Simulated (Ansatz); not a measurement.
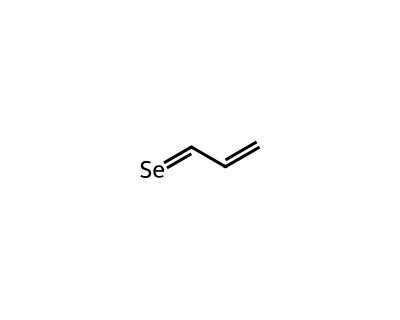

Skeletal drawing of a molecule.

> Give its SMILES.

C=CC=[Se]

> Give the formula, hydrogens included.

C3H4Se.

> An optimisation with PBE0-D4/def2-TZVP gave a structure of which point group?

Cs. Other conformers may differ.

More results for the same structure follow; atom numbers are the same in all pictures, views and colours differ. The computed structure is the end point of a PBE0-D4/def2-TZVP optimisation.

## Shape

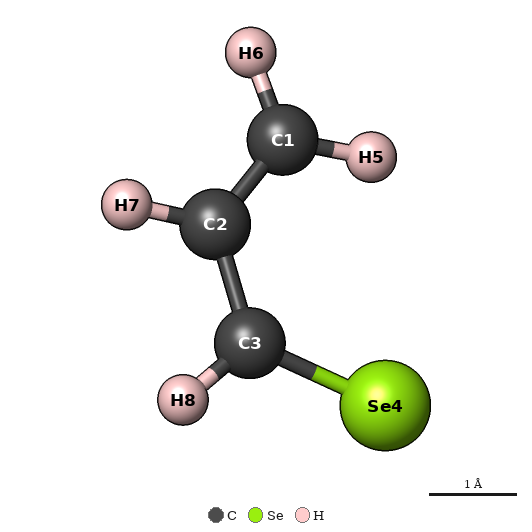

Numbered structure.

List the bonds and their lengths.

```json
{"bond": "C1–C2", "length (Å)": "1.336", "order": "double"}
{"bond": "C1–H5", "length (Å)": "1.085", "order": "single"}
{"bond": "C1–H6", "length (Å)": "1.083", "order": "single"}
{"bond": "C2–C3", "length (Å)": "1.446", "order": "single"}
{"bond": "C2–H7", "length (Å)": "1.087", "order": "single"}
{"bond": "C3–Se4", "length (Å)": "1.765", "order": "double"}
{"bond": "C3–H8", "length (Å)": "1.089", "order": "single"}
```

## Vibrations

Harmonic vibrations computed with RKS PBE0-D4/def2-TZVP (Ansatz 0.2.0) at a stationary point of the same level.

> List the wavenumbers.

18 modes: 85, 218, 521, 575, 792, 870, 1005, 1007, 1026, 1133, 1330, 1367, 1431, 1668, 3139, 3158, 3170, 3260 cm⁻¹.

## Electronic properties

Level of theory: RKS PBE0-D4/def2-TZVPP (Ansatz 0.2.0).

> Give the dispersion correction at this level.

−13.7 kJ/mol.

> Estimate the HOMO–LUMO gap.

3.19 eV.

> Estimate the HOMO energy (Kohn–Sham orbital).

−6.24 eV.

## Charges

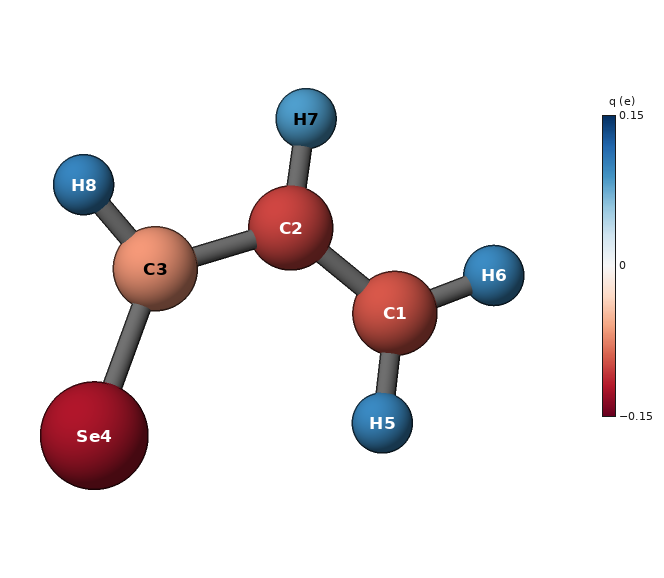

Atoms are coloured by their Mulliken charges. Method: RKS r2SCAN-D4/def2-TZVPP (Ansatz 0.2.0).

Give the Mulliken charges atom by atom.

| atom | value (e) |
| --- | --- |
| C1 | −0.09 |
| C2 | −0.10 |
| C3 | −0.07 |
| Se4 | −0.12 |
| H5 | 0.10 |
| H6 | 0.10 |
| H7 | 0.09 |
| H8 | 0.10 |

Mulliken values depend strongly on the basis set and can even reverse the polarity of a bond.
